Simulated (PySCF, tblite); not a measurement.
# C₆H₅O radical: geometry, infrared bands and EPR parameters

Wanted: the infrared bands and EPR parameters of C₆H₅O radical (`C#CC1=COC[CH]1`), by calculation.

The runs use tblite 0.8.0 and PySCF 2.14.0, with density-fitted response routines of our own; the level of theory stands in each step. All values are computed, except where a source is named. Atoms are numbered from 0 throughout.

### 1 Starting geometry

12 atoms, charge 0, multiplicity 2; geometry from: force field or distance geometry start.

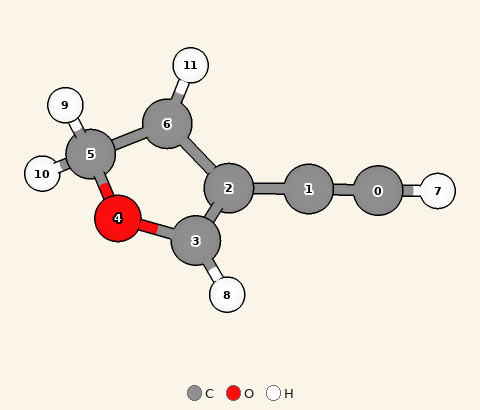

The starting geometry (carbon grey, oxygen red, hydrogen white), atoms numbered; sticks join atoms by distance.

### 2 Optimising the geometry with GFN2-xTB

The job: settings as JSON, then the geometry in Å.

```
{"job": {"kind": "relax", "xc": "GFN2-xTB", "basis": "xTB"}, "charge": 0, "multiplicity": 2}
C      2.953000     0.765700     0.507600
C      1.791700     0.412900     0.333800
C      0.443900    -0.045300     0.161600
C      0.004000    -1.270600    -0.048000
O     -1.357500    -1.297300    -0.162200
C     -1.883900     0.001100    -0.237900
C     -0.727100     0.888500     0.163200
H      3.952000     1.096400     0.650300
H      0.643100    -2.178400    -0.093000
H     -2.711800     0.084500     0.522200
H     -2.293300     0.235800    -1.247300
H     -0.812900     1.305900     1.188500
```

On the command line:

```sh
> OMP_NUM_THREADS=1 python probes_run.py task.json out
```

One launch serves the whole session: the jobs run in the order shown.

Log:

```text
step      E/eV     max force
  0    -524.67800    3.638
  1    -524.86447    4.672
  2    -524.96389    3.387
  3    -525.11822    1.198
  4    -525.19413    1.032
  5    -525.30288    1.260
  6    -525.35717    0.785
  7    -525.43098    0.707
  8    -525.48701    0.822
  9    -525.52990    0.622
 10    -525.56452    0.573
 11    -525.59468    0.546
 12    -525.62383    0.529
 13    -525.64487    0.770
 14    -525.65360    0.593
 15    -525.66673    0.281
 16    -525.67195    0.182
 17    -525.67613    0.178
 18    -525.67916    0.186
 19    -525.68320    0.196
 20    -525.68690    0.179
 21    -525.69024    0.203
 22    -525.69302    0.199
 23    -525.69586    0.169
 24    -525.69829    0.155
 25    -525.69994    0.101
 26    -525.70126    0.105
 27    -525.70305    0.134
 28    -525.70563    0.193
 29    -525.70848    0.179
 30    -525.71088    0.131
 31    -525.71295    0.135
 32    -525.71501    0.138
 33    -525.71716    0.159
 34    -525.71871    0.118
 35    -525.71942    0.047
 36    -525.71977    0.046
 37    -525.72013    0.046
 38    -525.72063    0.066
 39    -525.72115    0.069
 40    -525.72156    0.058
 41    -525.72186    0.046
 42    -525.72214    0.043
 43    -525.72244    0.039
 44    -525.72267    0.034
 45    -525.72281    0.025
 46    -525.72288    0.019
 47    -525.72293    0.016
 48    -525.72297    0.014
 49    -525.72299    0.013
 50    -525.72300    0.007
```

Run time: 0.18 s. Hardware: 1 thread of Arm Neoverse V2, shared host.

Relaxation path: (not every step is listed)

| step | energy from step 0 (eV) | largest force (eV/Å) |
| --- | --- | --- |
| 0 | 0.0000 | 3.6383 |
| 1 | -0.1865 | 4.6725 |
| 2 | -0.2859 | 3.3873 |
| 3 | -0.4402 | 1.1982 |
| 4 | -0.5161 | 1.0320 |
| 5 | -0.6249 | 1.2598 |
| 6 | -0.6792 | 0.7853 |
| 7 | -0.7530 | 0.7067 |
| 8 | -0.8090 | 0.8219 |
| 11 | -0.9167 | 0.5457 |
| 14 | -0.9756 | 0.5932 |
| 17 | -0.9981 | 0.1781 |
| 20 | -1.0089 | 0.1787 |
| 23 | -1.0179 | 0.1685 |
| 26 | -1.0233 | 0.1051 |
| 29 | -1.0305 | 0.1787 |
| 32 | -1.0370 | 0.1376 |
| 35 | -1.0414 | 0.0475 |
| 38 | -1.0426 | 0.0656 |
| 41 | -1.0439 | 0.0463 |
| 44 | -1.0447 | 0.0339 |
| 45 | -1.0448 | 0.0250 |
| 46 | -1.0449 | 0.0192 |
| 47 | -1.0449 | 0.0163 |
| 48 | -1.0450 | 0.0145 |
| 49 | -1.0450 | 0.0127 |
| 50 | -1.0450 | 0.0073 |

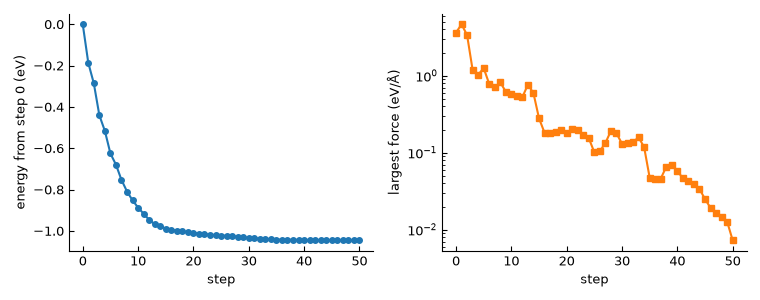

Energy and largest force along the relaxation.

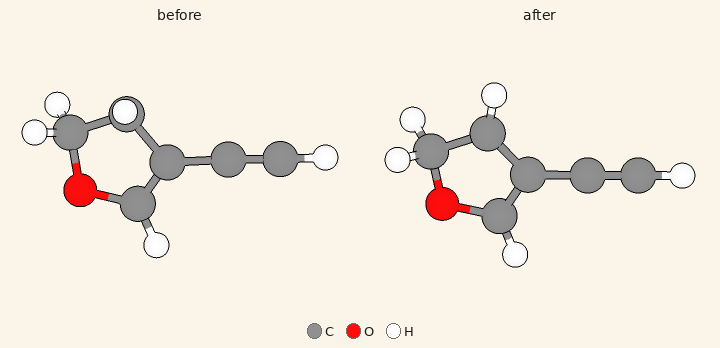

Before and after, at one scale.

Distances of close pairs at the start and the end, largest changes first:

| bond | before (Å) | after (Å) | change (Å) |
| --- | --- | --- | --- |
| C2–C6 | 1.498 | 1.387 | -0.111 |
| C2–C3 | 1.319 | 1.388 | +0.069 |
| C6–H11 | 1.110 | 1.069 | -0.041 |
| C3–H8 | 1.111 | 1.071 | -0.040 |
| C0–C1 | 1.226 | 1.200 | -0.026 |
| C5–H9 | 1.127 | 1.102 | -0.025 |
| C1–C2 | 1.434 | 1.410 | -0.024 |
| C5–C6 | 1.512 | 1.490 | -0.022 |

The end geometry stands in the next job.

### 3 Infrared spectrum with GFN2-xTB

The job: settings as JSON, then the geometry in Å.

```
{"job": {"kind": "ir", "xc": "GFN2-xTB", "basis": "xTB"}, "charge": 0, "multiplicity": 2}
C      2.903095     0.727055     0.634243
C      1.773031     0.381420     0.427346
C      0.438901    -0.006677     0.188860
C      0.027014    -1.281077    -0.173763
O     -1.318378    -1.354160    -0.334126
C     -1.858880    -0.065449    -0.068543
C     -0.690177     0.794123     0.270296
H      3.891959     1.025577     0.814716
H      0.589661    -2.177734    -0.337687
H     -2.590256    -0.151749     0.751576
H     -2.410607     0.277325    -0.959228
H     -0.754164     1.830660     0.525002
```

Log:

```text
mode    cm-1     km/mol
  1     141.8      0.26
  2     144.5      0.46
  3     276.9     11.31
  4     376.7      0.09
  5     436.5      3.42
  6     534.6      5.76
  7     556.1      2.39
  8     564.4     21.50
  9     624.0      5.16
 10     665.2     14.12
 11     666.3     21.23
 12     750.1     11.17
 13     935.1      1.10
 14     939.8      9.89
 15     990.5     15.31
 16    1020.5     40.66
 17    1105.9      3.11
 18    1119.1     34.04
 19    1165.8     51.21
 20    1179.9     12.98
 21    1292.3     31.05
 22    1372.1     20.42
 23    1447.7     10.38
 24    1516.9     29.82
 25    2270.4      3.54
 26    2790.1     33.13
 27    2851.8     44.48
 28    3173.5      5.04
 29    3193.7      7.32
 30    3401.1      6.76
```

It took 0.21 s on 1 thread of Arm Neoverse V2, shared host.

The strongest bands and the atoms that carry them (share of the mass-weighted mode):

| cm⁻¹ | km/mol | atoms |
| --- | --- | --- |
| 564 | 21.5 | H11 84 %, C6 11 % |
| 1020 | 40.7 | H11 29 %, C5 14 %, H9 11 %, H10 11 % |
| 1119 | 34.0 | O4 31 %, H8 23 %, C3 14 %, C5 13 % |
| 1166 | 51.2 | H8 38 %, C2 17 %, C3 13 % |
| 1292 | 31.1 | H9 25 %, H10 25 %, C5 21 %, O4 10 % |
| 1517 | 29.8 | C2 54 %, C3 20 %, C6 16 % |
| 2790 | 33.1 | H10 47 %, H9 45 % |
| 2852 | 44.5 | H9 49 %, H10 47 % |

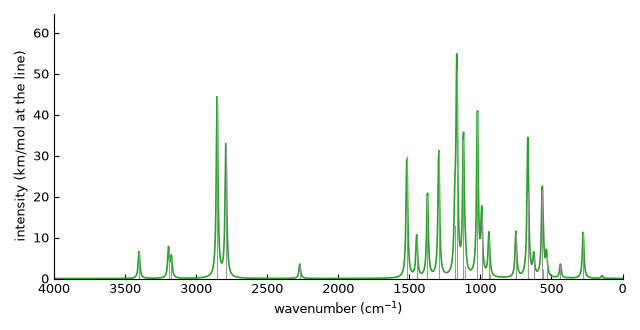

The infrared spectrum from these modes, unscaled. Lines are broadened to a width of 14 cm⁻¹ (Lorentzian).

### 4 EPR parameters: B3LYP/pcH-1

The job, as its differences from that of step 3:

```diff
@@ -1,2 +1,2 @@
-{"job": {"kind": "ir", "xc": "GFN2-xTB", "basis": "xTB"}, "charge": 0, "multiplicity": 2}
+{"job": {"kind": "epr", "basis": "pcH-1"}, "charge": 0, "multiplicity": 2}
 C      2.903095     0.727055     0.634243
```

Level: UKS B3LYP, pcH-1 on C H O, non-relativistic, mean-field spin-orbit, GIAO.

Log:

```text
UKS, coarse grid
  cycle   1  E = -306.68178094  |g| = 4.14e-01
  cycle   2  E = -306.62694615  |g| = 5.83e-01
  cycle   3  E = -306.74684954  |g| = 1.12e-01
  cycle   4  E = -306.75136875  |g| = 4.02e-02
  cycle   5  E = -306.75199742  |g| = 2.53e-02
  cycle   6  E = -306.75232408  |g| = 6.62e-03
  cycle   7  E = -306.75235987  |g| = 4.64e-03
  cycle   8  E = -306.75237668  |g| = 2.25e-03
  cycle   9  E = -306.75238152  |g| = 1.07e-03
  cycle  10  E = -306.75238256  |g| = 3.35e-04
UKS, final grid
  cycle   1  E = -306.75238761  |g| = 3.38e-04
  cycle   2  E = -306.75238761  |g| = 5.31e-04
  cycle   3  E = -306.75238775  |g| = 1.22e-04
  cycle   4  E = -306.75238777  |g| = 1.21e-04
  cycle   5  E = -306.75238780  |g| = 5.46e-05
  cycle   6  E = -306.75238780  |g| = 1.14e-05
E = -306.75238780 Eh   <S^2> = 0.7767 (exact 0.7500)
g shifts (ppm)      1          2          3
  rmc          -177       -177       -177
  gc             -6         36         40
  oz_so         -20       1309       1849
  total        -203       1168       1712
hyperfine (MHz)  atom isotope    a_iso     a_fc   dipolar eigenvalues
    0   13C      -5.45      -5.45     -8.23      2.33      5.91
    1   13C       9.88       9.88     -2.65     -0.46      3.12
    2   13C     -42.40     -42.40    -22.93     10.66     12.27
    3   13C      46.54      46.54    -44.89    -43.12     88.01
    4   17O     -16.87     -16.87    -49.79     23.57     26.21
    5   13C     -32.35     -32.35     -0.88      0.11      0.77
    6   13C      54.74      54.74    -50.68    -48.99     99.66
    7    1H       4.79       4.79     -1.04     -0.37      1.42
    8    1H     -39.08     -39.08    -21.92     -0.77     22.70
    9    1H     122.45     122.45     -3.65     -1.23      4.89
   10    1H     122.37     122.37     -3.65     -1.23      4.89
   11    1H     -42.21     -42.21    -24.82     -0.24     25.07
```

Wall time 39 s (1 thread of Arm Neoverse V2, shared host); peak memory 0.87 GiB.

Principal g values 2.00212, 2.00349, 2.00403; g(iso) = 2.00321, against 2.00232 for a free electron.

Hyperfine couplings; where a row names several nuclei, a(iso) is their mean (it holds for fast rotation or exchange) and the dipolar term the largest among them:

| nuclei | isotope | a(iso) (MHz) | a(iso) (G, at g = 2.0023) | largest dipolar term (MHz) |
| --- | --- | --- | --- | --- |
| H9, H10 | 1H | 122.4 | 43.7 | 4.9 |
| C6 | 13C | 54.7 | 19.5 | 99.7 |
| C3 | 13C | 46.5 | 16.6 | 88.0 |
| C2 | 13C | -42.4 | -15.1 | -22.9 |
| H11 | 1H | -42.2 | -15.1 | 25.1 |
| H8 | 1H | -39.1 | -13.9 | 22.7 |
| C5 | 13C | -32.4 | -11.5 | -0.9 |
| O4 | 17O | -16.9 | -6.0 | -49.8 |
| C1 | 13C | 9.9 | 3.5 | 3.1 |
| C0 | 13C | -5.4 | -1.9 | -8.2 |
| H7 | 1H | 4.8 | 1.7 | 1.4 |

Mulliken spin populations:

| atom | value (e) |
| --- | --- |
| C0 | -0.06 |
| C1 | 0.04 |
| C2 | -0.19 |
| C3 | 0.51 |
| O4 | 0.10 |
| C5 | -0.07 |
| C6 | 0.62 |
| H7 | 0.00 |
| H8 | -0.03 |
| H9 | 0.05 |
| H10 | 0.05 |
| H11 | -0.03 |

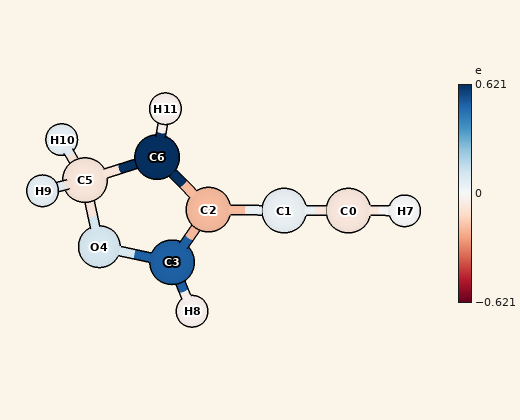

Mulliken spin populations, as colours on the atoms.

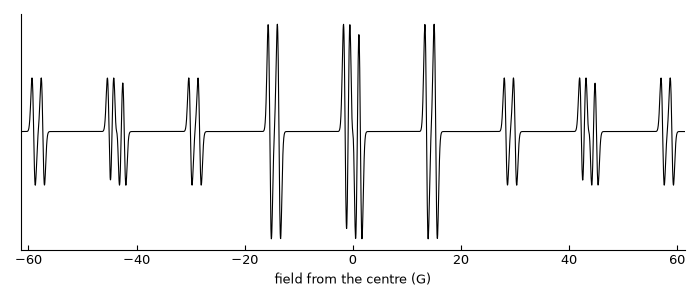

First-order isotropic spectrum (first derivative, main isotopes with spin only, couplings over 0.8 MHz, Gaussian width 0.3 G; couplings of the frozen geometry, rotation of groups not averaged beyond the rows shown).

The fields below are evaluated on a grid from the run's orbitals.

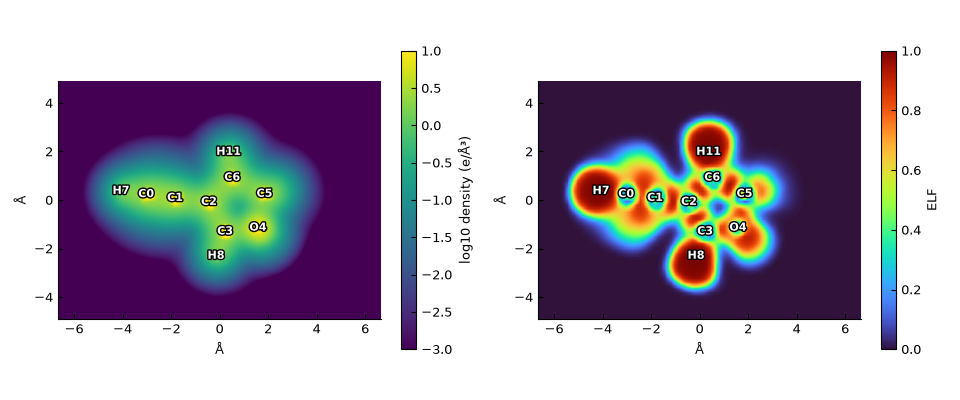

Density (left) and ELF (right) in a plane through or near 10 of the atoms.

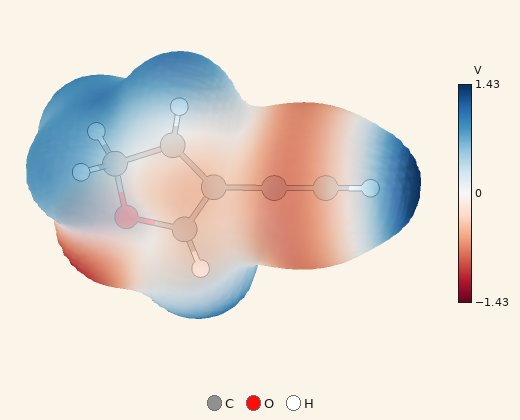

Electrostatic potential on the surface of density 0.002 e/bohr³; red is low, blue high. It runs from -1.07 V near O4 to 1.43 V near H7.

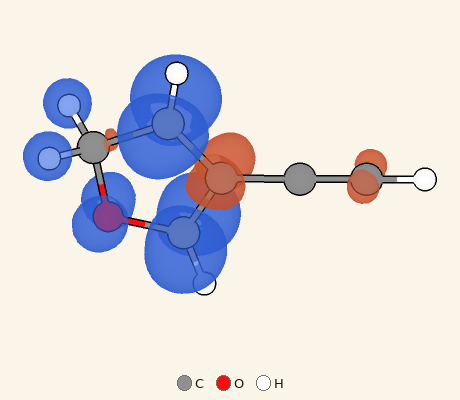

Spin density at ±0.03 e/Å³ (alpha excess blue, beta excess red).

### 5 Outcome

| quantity | value |
| --- | --- |
| strongest single infrared mode (GFN2-xTB) | 1166 cm⁻¹, 51 km/mol |
| zero-point energy (GFN2-xTB) | 53.6 kcal/mol |
| g(iso) (B3LYP) | 2.00321 |
| ⟨S²⟩ | 0.777 (exact 0.75) |
| largest a(iso) (averaged by class) | 1H on H9, H10, 122.4 MHz |
| surface potential, least and greatest | -1.07 V and 1.43 V |

Relaxing lowered the energy by 1.045 eV in 50 steps; the close pair that moved most is C2–C6, from 1.498 to 1.387 Å. No mode is imaginary among the 30: a minimum at this level. The strongest single mode, at 1166 cm⁻¹, is spread over several atoms, H8, C2, C3 among them. Unscaled tight-binding wavenumbers are off by several per cent, some by more. Its intensities can rank the bands wrongly. The largest spin populations lie on C6 (0.62 e), C3 (0.51 e). The isotropic g lies 0.9 ppt above the free-electron value.
